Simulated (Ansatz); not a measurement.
**BGeN (triplet): the correlation ladder at a displaced geometry (v2), cc-pVDZ**

Aim: climb from Hartree-Fock through coupled cluster for BGeN (triplet) at one geometry and basis, and see what each rung misses.

Computed with Ansatz 0.2.0, Gaussian basis. Level: cc-pVDZ, core rule «outside noble gas», up to 16 orbitals frozen.

The runs, in order: UHF; CCSD(T) on ROHF; CCSD(T) on UHF; BCCD(T) on ROHF; CISD as a restricted active space (open shells left free, so some higher excitations enter); CCSDT(Q) on ROHF; CCSDT(Q) on UHF.

29 further runs of the same task are left out: 8 for a known fault of the program, 9 that didn't finish, 12 set aside as unsound or not needed. Runs told in other sessions of the task aren't counted.

## 1. The system

The geometry is a PBE0/def2-TZVP stationary point (not a proven minimum) with its atoms shifted at random (size 0.100 Å). No spin-orbit coupling is included. The filled d shell of Ge may be among the frozen orbitals whatever the setting's name suggests.

3 atoms, charge 0, spin multiplicity 3.

Atoms are counted from 1 here; the program's logs count them from 0.

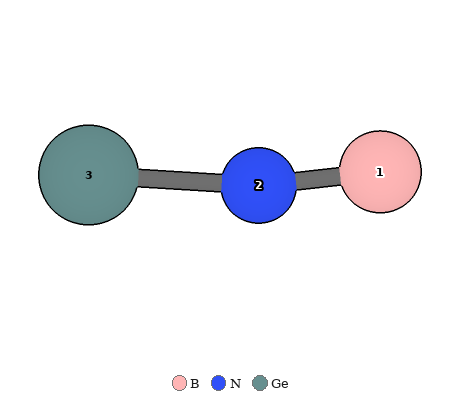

The geometry (boron pink, nitrogen blue, germanium teal); atoms are numbered from 1 in the order of the file.

In the tables R marks a restricted open-shell determinant and U an unrestricted one; energies count from the table's Hartree-Fock row.

## 2. UHF

File in.yaml:

```yaml
crystal:
  periodic: [false, false, false]
  atoms:
    - {symbol: B, position_ang: [0.084376, 0.005225, -1.449602]}
    - {symbol: N, position_ang: [-0.080498, 0.013599, -0.171109]}
    - {symbol: Ge, position_ang: [-0.003878, -0.018825, 1.620711]}
basis:
  gaussian: {orbitals: cc-pVDZ}
magnetization: {spin_polarized: true, initial_magnetization: 2}
hamiltonian: {xc: hf}
output: {orbitals: {seedname: orbitals}}
```

On the command line:

```bash
> ansatz run in.yaml --threads 1 --pin off --events-out ev --progress --plain --max-ram 2393MiB
```

The program printed:

```text
Functional definition: HF
  name "HF"
  cite "Fock, Z. Phys. 61, 126 (1930) doi:10.1007/BF01340294"
  parent pbe
  exchange = exact_x
  correlation = 0
598 factors; integrals over basis functions are off by at most 1.2e-3 eV
mean field evaluation 1: about -58620.1328 eV, gradient 2.5e1 eV
mean field evaluation 2: about -58620.2314 eV, gradient 2.5e1 eV
mean field evaluation 4: about -58623.8832 eV, gradient 4.0e0 eV
mean field evaluation 8: about -58624.3915 eV, gradient 6.1e-1 eV
mean field evaluation 16: about -58624.4347 eV, gradient 1.4e-5 eV
mean field evaluation 32: about -58624.4296 eV, gradient 6.5e-2 eV
mean field evaluation 64: about -58624.4137 eV, gradient 4.0e-1 eV
mean field evaluation 96: about -58620.1402 eV, gradient 1.4e1 eV
mean field evaluation 128: about -58624.3349 eV, gradient 9.4e-1 eV
mean field evaluation 160: about -58624.4009 eV, gradient 8.8e-1 eV
mean field evaluation 192: about -58614.1155 eV, gradient 3.0e1 eV
mean field -58624.43467196 eV, -2154.4082371256 hartree, gradient 4.8e-6 eV, S^2 2.152978; 4 other end points of the search recorded, 0 dependent functions left out
reference -58624.43467196 eV, -2154.4082371256 hartree; 23, 21 occupied and 32, 34 virtual orbitals, 598 factors
Total energy: -58624.43467196 eV, -2154.4082371256 hartree
```

Run time: 6 s. Hardware: 1 thread of Arm Neoverse N1, shared host.

From the report: ⟨S²⟩ of the determinant 2.153 (pure triplet: 2.00).

## 3. CCSD(T) on ROHF

Edit in.yaml of step 2 so:

```diff
@@ -8,4 +8,3 @@
   gaussian: {orbitals: cc-pVDZ}
-magnetization: {spin_polarized: true, initial_magnetization: 2}
-hamiltonian: {xc: hf}
-output: {orbitals: {seedname: orbitals}}
+magnetization: {spin_polarized: false, initial_magnetization: 2}
+correlation: {method: ccsd_t, electrons: outside_noble_gas}
```

Same command.

The program printed, cut to the lines that bear on the results:

```text
Functional definition: HF
  name "HF"
  cite "Fock, Z. Phys. 61, 126 (1930) doi:10.1007/BF01340294"
  parent pbe
[...]
598 factors; integrals over basis functions are off by at most 1.2e-3 eV
[...]
mean field -58624.11706590 eV, -2154.3965653180 hartree, gradient 4.3e-9 eV, S^2 2.000000; 11 other end points of the search recorded, 0 dependent functions left out
[...]
determinant -58624.11706590 eV, -2154.3965653180 hartree, with singles and doubles -58632.18087809 eV, -2154.6929049501 hartree
determinant -58624.10990109 eV, -2154.3963020161 hartree, with singles and doubles -58632.17074464 eV, -2154.6925325528 hartree
determinant -58622.02319695 eV, -2154.3196170533 hartree, with singles and doubles -58629.52182371 eV, -2154.5951865042 hartree
determinant -58621.78707273 eV, -2154.3109396482 hartree, with singles and doubles -58629.30523415 eV, -2154.5872269847 hartree
determinant -58621.74886167 eV, -2154.3095354180 hartree, with singles and doubles -58629.29319306 eV, -2154.5867844828 hartree
determinant -58624.11706590 eV, -2154.3965653180 hartree, with singles and doubles -58632.18179174 eV, -2154.6929385262 hartree
determinant -58624.10990109 eV, -2154.3963020161 hartree, with singles and doubles -58632.17166745 eV, -2154.6925664655 hartree
16 core orbitals not correlated: weight in the atoms' cores, before any rotation towards them, 0.998 or more for the frozen orbitals, at most 0.002 for the correlated occupied ones
reference -58624.11706590 eV, -2154.3965653180 hartree; 7, 5 occupied and 32, 34 virtual orbitals, 598 factors
second order -7.46380268 eV of doubles, -0.09697030 eV of singles
cycle   1  -8.06472937 eV  change   -3.5e-6 eV  update   4.9e-6
perturbative correction -0.37486173 eV, -0.0137759145 hartree
Total energy: -58632.55665699 eV, -2154.7067145702 hartree
```

Run time: 43 s. Hardware: 1 thread of Arm Neoverse N1, shared host.

From the report: correlation -8.4396 eV; T1 0.036; largest double amplitude 0.07.

## 4. CCSD(T) on UHF

Edit in.yaml of step 3 so:

```diff
@@ -8,3 +8,3 @@
   gaussian: {orbitals: cc-pVDZ}
-magnetization: {spin_polarized: false, initial_magnetization: 2}
+magnetization: {spin_polarized: true, initial_magnetization: 2}
 correlation: {method: ccsd_t, electrons: outside_noble_gas}
```

Same command.

The program printed, cut to the lines that bear on the results:

```text
Functional definition: HF
  name "HF"
  cite "Fock, Z. Phys. 61, 126 (1930) doi:10.1007/BF01340294"
  parent pbe
[...]
598 factors; integrals over basis functions are off by at most 1.2e-3 eV
[...]
mean field -58624.43467196 eV, -2154.4082371256 hartree, gradient 2.3e-6 eV, S^2 2.152978; 14 other end points of the search recorded, 0 dependent functions left out
determinant -58624.43467196 eV, -2154.4082371256 hartree, with singles and doubles -58632.19099938 eV, -2154.6932769007 hartree
determinant -58624.42307398 eV, -2154.4078109077 hartree, with singles and doubles -58632.18067385 eV, -2154.6928974446 hartree
determinant -58622.22369463 eV, -2154.3269852074 hartree, with singles and doubles -58629.52860811 eV, -2154.5954358262 hartree
determinant -58622.21241135 eV, -2154.3265705542 hartree, with singles and doubles -58629.52017151 eV, -2154.5951257867 hartree
[...]
determinant -58621.96467047 eV, -2154.3174662451 hartree, with singles and doubles -58629.31108890 eV, -2154.5874421426 hartree
determinant -58621.62764081 eV, -2154.3050806334 hartree, with singles and doubles -58628.85763425 eV, -2154.5707779916 hartree
determinant -58624.43467196 eV, -2154.4082371256 hartree, with singles and doubles -58632.19465335 eV, -2154.6934111819 hartree
determinant -58624.42307398 eV, -2154.4078109077 hartree, with singles and doubles -58632.18429619 eV, -2154.6930305631 hartree
16 core orbitals not correlated: weight in the atoms' cores, before any rotation towards them, 0.998 or more for the frozen orbitals, at most 0.002 for the correlated occupied ones
reference -58624.43467196 eV, -2154.4082371256 hartree; 7, 5 occupied and 32, 34 virtual orbitals, 598 factors
second order -7.12227147 eV of doubles, -0.00000000 eV of singles
cycle   1  -7.75998361 eV  change   -2.2e-6 eV  update   2.7e-6
perturbative correction -0.35116829 eV, -0.0129051966 hartree
Total energy: -58632.54582387 eV, -2154.7063164601 hartree
```

It took 30 s on 1 thread of Arm Neoverse N1, shared host.

From the report: ⟨S²⟩ of the determinant 2.153 (pure triplet: 2.00); correlation -8.1112 eV; T1 0.034; largest double amplitude 0.07.

## 5. BCCD(T) on ROHF

Edit in.yaml of step 4 so:

```diff
@@ -8,3 +8,3 @@
   gaussian: {orbitals: cc-pVDZ}
-magnetization: {spin_polarized: true, initial_magnetization: 2}
-correlation: {method: ccsd_t, electrons: outside_noble_gas}
+magnetization: {spin_polarized: false, initial_magnetization: 2}
+correlation: {method: bccd_t, electrons: outside_noble_gas}
```

Same command.

The program printed, cut to the lines that bear on the results:

```text
Functional definition: HF
  name "HF"
  cite "Fock, Z. Phys. 61, 126 (1930) doi:10.1007/BF01340294"
  parent pbe
[...]
598 factors; integrals over basis functions are off by at most 1.2e-3 eV
[...]
mean field -58624.11706590 eV, -2154.3965653180 hartree, gradient 4.3e-9 eV, S^2 2.000000; 11 other end points of the search recorded, 0 dependent functions left out
[...]
determinant -58624.11706590 eV, -2154.3965653180 hartree, with singles and doubles -58632.18087809 eV, -2154.6929049501 hartree
determinant -58624.10990109 eV, -2154.3963020161 hartree, with singles and doubles -58632.17074464 eV, -2154.6925325528 hartree
determinant -58622.02319695 eV, -2154.3196170533 hartree, with singles and doubles -58629.52182371 eV, -2154.5951865042 hartree
determinant -58621.78707273 eV, -2154.3109396482 hartree, with singles and doubles -58629.30523415 eV, -2154.5872269847 hartree
determinant -58621.74886167 eV, -2154.3095354180 hartree, with singles and doubles -58629.29319306 eV, -2154.5867844828 hartree
determinant -58624.11706590 eV, -2154.3965653180 hartree, with singles and doubles -58632.18179174 eV, -2154.6929385262 hartree
determinant -58624.10990109 eV, -2154.3963020161 hartree, with singles and doubles -58632.17166745 eV, -2154.6925664655 hartree
16 core orbitals not correlated: weight in the atoms' cores, before any rotation towards them, 0.998 or more for the frozen orbitals, at most 0.002 for the correlated occupied ones
reference -58624.11706590 eV, -2154.3965653180 hartree; 7, 5 occupied and 32, 34 virtual orbitals, 598 factors
second order -7.46380268 eV of doubles, -0.09697030 eV of singles
cycle   1  -8.02747575 eV  change    3.7e-2 eV  update   2.2e-2
[...]
cycle  11  -8.03864493 eV  change   -6.2e-6 eV  update   9.0e-6
perturbative correction -0.39840717 eV, -0.0146411934 hartree
Total energy: -58632.55411800 eV, -2154.7066212638 hartree
```

Wall time 45 s (1 thread of Arm Neoverse N1, shared host).

From the report: correlation -8.4371 eV; largest double amplitude 0.07.

## 6. CISD as a restricted active space (open shells left free, so some higher excitations enter)

Edit in.yaml of step 5 so:

```diff
@@ -9,2 +9,2 @@
 magnetization: {spin_polarized: false, initial_magnetization: 2}
-correlation: {method: bccd_t, electrons: outside_noble_gas}
+correlation: {active_space: {ras: {orbitals: [5, 2, 32], electrons: 12, max_holes: 2, max_particles: 2}, fixed_orbitals: true}}
```

The command is unchanged.

The program printed, cut to the lines that bear on the results:

```text
Functional definition: HF
  name "HF"
  cite "Fock, Z. Phys. 61, 126 (1930) doi:10.1007/BF01340294"
  parent pbe
[...]
598 factors; integrals over basis functions are off by at most 1.2e-3 eV
[...]
mean field -58624.11706590 eV, -2154.3965653180 hartree, gradient 4.3e-9 eV, S^2 2.000000; 10 other end points of the search recorded, 0 dependent functions left out
reference -58624.11706590 eV, -2154.3965653180 hartree; 23, 21 occupied and 32, 34 virtual orbitals, 598 factors
state -58631.40307759 eV, -2154.6643213089 hartree
Total energy: -58631.40307759 eV, -2154.6643213089 hartree
```

Wall time 15 s (1 thread of Arm Neoverse N1, shared host).

From the report: 113,272 determinants.

## 7. CCSDT(Q) on ROHF

Edit in.yaml of step 6 so:

```diff
@@ -9,2 +9,2 @@
 magnetization: {spin_polarized: false, initial_magnetization: 2}
-correlation: {active_space: {ras: {orbitals: [5, 2, 32], electrons: 12, max_holes: 2, max_particles: 2}, fixed_orbitals: true}}
+correlation: {method: ccsdt_q, electrons: outside_noble_gas}
```

The command is unchanged.

The program printed, cut to the lines that bear on the results:

```text
Functional definition: HF
  name "HF"
  cite "Fock, Z. Phys. 61, 126 (1930) doi:10.1007/BF01340294"
  parent pbe
[...]
1048 factors; integrals over basis functions are off by at most 1.5e-7 eV
[...]
mean field -58624.11722743 eV, -2154.3965712543 hartree, gradient 2.8e-9 eV, S^2 2.000000; 11 other end points of the search recorded, 0 dependent functions left out
[...]
determinant -58624.11722743 eV, -2154.3965712543 hartree, with singles and doubles -58632.18103429 eV, -2154.6929106904 hartree
determinant -58624.11006239 eV, -2154.3963079439 hartree, with singles and doubles -58632.17090131 eV, -2154.6925383103 hartree
determinant -58622.02335005 eV, -2154.3196226799 hartree, with singles and doubles -58629.52198194 eV, -2154.5951923190 hartree
determinant -58621.78723118 eV, -2154.3109454715 hartree, with singles and doubles -58629.30539583 eV, -2154.5872329264 hartree
determinant -58621.74902005 eV, -2154.3095412381 hartree, with singles and doubles -58629.29335423 eV, -2154.5867904054 hartree
determinant -58624.11722743 eV, -2154.3965712543 hartree, with singles and doubles -58632.18194795 eV, -2154.6929442669 hartree
determinant -58624.11006239 eV, -2154.3963079439 hartree, with singles and doubles -58632.17182404 eV, -2154.6925722201 hartree
16 core orbitals not correlated: weight in the atoms' cores, before any rotation towards them, 0.998 or more for the frozen orbitals, at most 0.002 for the correlated occupied ones
reference -58624.11722743 eV, -2154.3965712543 hartree; 7, 5 occupied and 32, 34 virtual orbitals, 1048 factors
second order -7.46380384 eV of doubles, -0.09697046 eV of singles
cycle   1  -7.59478999 eV  change   -3.0e-2 eV  update   1.2e-1
[...]
cycle  22  -8.46542159 eV  change   -9.5e-7 eV  update   9.9e-7
perturbative correction -0.03349999 eV, -0.0012311020 hartree
Total energy: -58632.61614901 eV, -2154.7089008615 hartree
```

Wall time 2.1 min (1 thread of Arm Neoverse N1, shared host); peak memory 0.59 GiB.

From the report: correlation -8.4989 eV; T1 0.036; largest double amplitude 0.08.

## 8. CCSDT(Q) on UHF

Edit in.yaml of step 7 so:

```diff
@@ -8,3 +8,3 @@
   gaussian: {orbitals: cc-pVDZ}
-magnetization: {spin_polarized: false, initial_magnetization: 2}
+magnetization: {spin_polarized: true, initial_magnetization: 2}
 correlation: {method: ccsdt_q, electrons: outside_noble_gas}
```

Same command.

The program printed, cut to the lines that bear on the results:

```text
Functional definition: HF
  name "HF"
  cite "Fock, Z. Phys. 61, 126 (1930) doi:10.1007/BF01340294"
  parent pbe
[...]
1048 factors; integrals over basis functions are off by at most 1.5e-7 eV
[...]
mean field -58624.43483416 eV, -2154.4082430863 hartree, gradient 5.1e-9 eV, S^2 2.152979; 16 other end points of the search recorded, 0 dependent functions left out
determinant -58624.43483416 eV, -2154.4082430863 hartree, with singles and doubles -58632.19115541 eV, -2154.6932826347 hartree
determinant -58624.42323594 eV, -2154.4078168595 hartree, with singles and doubles -58632.18082972 eV, -2154.6929031725 hartree
determinant -58622.22384799 eV, -2154.3269908432 hartree, with singles and doubles -58629.52876654 eV, -2154.5954416485 hartree
determinant -58622.21256481 eV, -2154.3265761939 hartree, with singles and doubles -58629.52033013 eV, -2154.5951316159 hartree
[...]
determinant -58621.62781801 eV, -2154.3050871454 hartree, with singles and doubles -58628.85780008 eV, -2154.5707840856 hartree
determinant -58624.43483416 eV, -2154.4082430863 hartree, with singles and doubles -58632.19480971 eV, -2154.6934169279 hartree
determinant -58624.42323594 eV, -2154.4078168595 hartree, with singles and doubles -58632.18445260 eV, -2154.6930363109 hartree
16 core orbitals not correlated: weight in the atoms' cores, before any rotation towards them, 0.998 or more for the frozen orbitals, at most 0.002 for the correlated occupied ones
reference -58624.43483416 eV, -2154.4082430863 hartree; 7, 5 occupied and 32, 34 virtual orbitals, 1048 factors
second order -7.12227053 eV of doubles, -0.00000000 eV of singles
cycle   1  -7.24429950 eV  change   -1.2e-1 eV  update   1.2e-1
[...]
cycle  23  -8.15027967 eV  change    2.6e-7 eV  update   5.8e-7
perturbative correction -0.03948577 eV, -0.0014510751 hartree
Total energy: -58632.62459960 eV, -2154.7092114149 hartree
```

It took 97 s on 1 thread of Arm Neoverse N1, shared host; peak memory 0.47 GiB.

From the report: ⟨S²⟩ of the determinant 2.153 (pure triplet: 2.00); correlation -8.1898 eV; T1 0.038; largest double amplitude 0.07.

## 9. The ladder

The yardstick is UCCSDT(Q), where the cluster series has nearly closed. Rows without a time are mean-field rows or come out of runs for another level: lower rungs of the coupled-cluster runs, or the Hartree-Fock search.

Differences are taken before rounding.

```csv
method,energy from the lowest ROHF (meV),from UCCSDT(Q) (meV),time
ROHF,0.0,+8507.5,
UHF,-317.6,+8189.9,
RMP2,-7560.8,+946.8,
UMP2,-7439.9,+1067.7,
RCCSD,-8064.7,+442.8,
UCCSD,-8077.6,+429.9,
RCCSD(T),-8439.6,+67.9,43 s
UCCSD(T),-8428.8,+78.8,30 s
BCCD(T),-8437.1,+70.5,45 s
RCCSDT,-8465.6,+42.0,
UCCSDT,-8468.0,+39.5,
RCCSDT(Q),-8499.1,+8.5,2.1 min
UCCSDT(Q),-8507.5,0,97 s
```

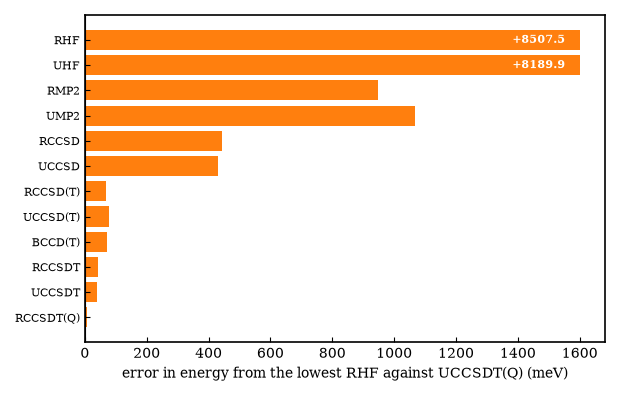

Error of each method against UCCSDT(Q). Bars with a number in them are cut short.

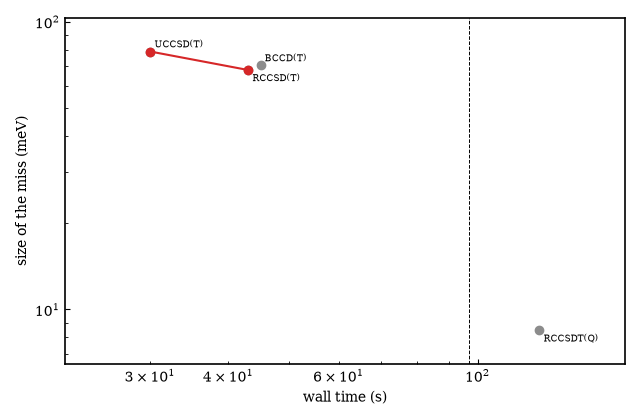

Accuracy for the time spent; red marks the levels that beat every quicker one drawn (of those quicker than the yardstick), and the dashed line is the time of UCCSDT(Q). Times are from a shared host.

Not comparable, so not listed: CISD as a restricted active space (open shells left free, so some higher excitations enter) (they don't share determinant, frozen orbitals or solution with the rows shown, or repeat one).

## 10. What came out

| quantity | value |
| --- | --- |
| UCCSDT(Q) from the ROHF energy | -8.5075 eV |
| RMP2 from UCCSDT(Q) | +946.8 meV |
| UMP2 from UCCSDT(Q) | +1067.7 meV |
| RCCSD from UCCSDT(Q) | +442.8 meV |
| RCCSD(T) from UCCSDT(Q) | +67.9 meV |
| UCCSD(T) from UCCSDT(Q) | +78.8 meV |
| RCCSDT(Q) from UCCSDT(Q) | +8.5 meV |
| levels within 1 kcal/mol (43 meV) | RCCSDT, UCCSDT, RCCSDT(Q) |
| T1 diagnostic | 0.036 |

In words: RCCSD(T) misses by +67.9 meV, 0.8 % of the correlation energy. These misses are within one basis, not against nature; the frozen cores of restricted and unrestricted runs differ, which can shift their rows.

RCCSD(T) reaches 67.9 meV from the reference in 43 s, where UCCSDT(Q) took 97 s; the quickest level in the cost chart, UCCSD(T), takes 30 s and misses by 78.8 meV.
